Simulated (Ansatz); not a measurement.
# GeH₅NOS (SMILES [NH2][GeH]([OH])[SH]): what the fields show

Input

```
crystal:
  periodic: [false, false, false]
  atoms:
    - { symbol: "N", position_ang: [-0.1293, 0.7995, -1.3431] }
    - { symbol: Ge, position_ang: [0.3974, -0.2097, 0.0707] }
    - { symbol: O, position_ang: [0.6794, -1.8705, -0.5169] }
    - { symbol: S, position_ang: [-1.0914, -0.2351, 1.6416] }
    - { symbol: H, position_ang: [-0.11176, 0.18585, -2.23263] }
    - { symbol: H, position_ang: [0.66837, 1.53556, -1.55258] }
    - { symbol: H, position_ang: [1.7326, 0.3936, 0.6606] }
    - { symbol: H, position_ang: [1.0865, -2.3345, 0.2889] }
    - { symbol: H, position_ang: [-1.1139, 1.1694, 1.8392] }
basis:
  gaussian: { orbitals: def2-mTZVP }
hamiltonian:
  xc: b3lyp
relax:
  f_tol: 0.015
  max_steps: 40
output:
  orbitals: {}
```

Command:

```sh
ansatz run input.yaml --threads 2 --pin off --max-ram 3072MiB --backend cpu --events-out ev --progress --plain --runs-dir out
```

The fields are those of the relaxed geometry.

Computed with Ansatz 0.2.0, RKS B3LYP/def2-mTZVP.

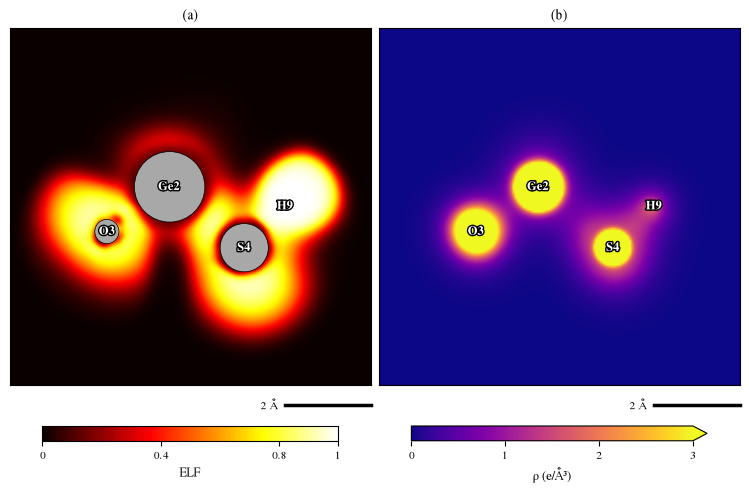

Figure 1. (a) ELF; (b) total electron density on the plane of atoms O3, Ge2 and S4. Grey discs cover the atomic cores in the ELF map.

### Read the bonding off the picture.

The plane passes through Ge, O, S and H nuclei. Ge–O (1.80 Å): ρ at the midpoint is about 0.94 e/Å³; the ELF peaks at about 0.85 in the valence shell of O, 0.6 Å from its nucleus, and is about 0.35 at the midpoint. Ge–S (2.25 Å): ρ at the midpoint is about 0.71 e/Å³; the ELF peaks at about 0.90 in the valence shell of S, 0.9 Å from its nucleus, and is about 0.80 at the midpoint. S–H (1.36 Å): the density is about 1.4 e/Å³ at the midpoint; the ELF climbs to about 1 towards the hydrogen, as it does in any bond to H. The ELF also peaks beside S4 and O3, away from the bonds: lone-pair regions.

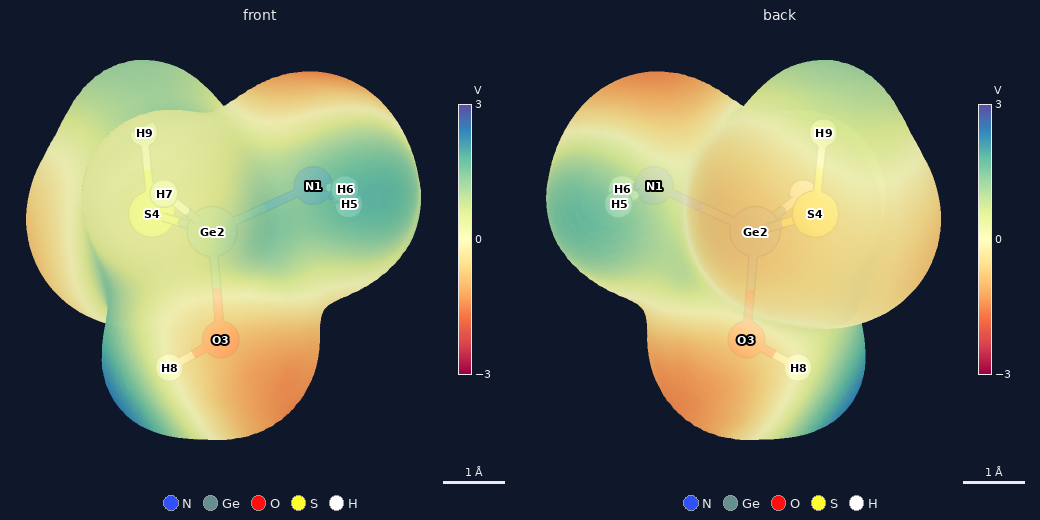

Figure 2. The molecular electrostatic potential painted on the density surface at 0.002 e/bohr³, seen from the front and from behind; the colour scale runs from red (negative) to blue (positive).

### Which sites attract a positive test charge, and which a negative one?

A positive charge is drawn to the negative regions and a negative charge to the positive ones. The most negative region (about −1.5 V, or −35 kcal/mol for a unit charge) lies over N1 and O3, the most positive (about +2.3 V, or +53 kcal/mol for a unit charge) over H8.

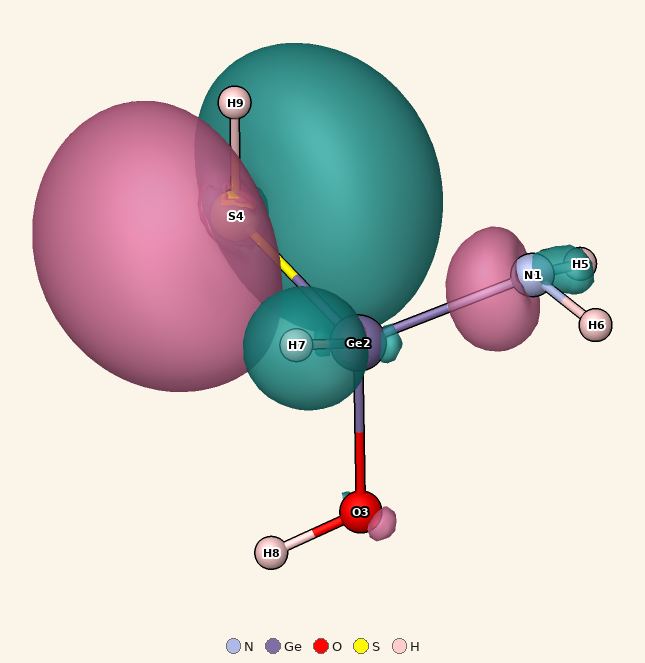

Figure 3. The HOMO at ±0.08 Å⁻³ᐟ² (teal and pink are the two phases), seen at a tilt.

### What is the character of this orbital?

Its weight (Hirshfeld) is mainly on S4 (about 85 %) and Ge2 (about 5 %); largely a lone pair of S4. Its energy is −7.18 eV.
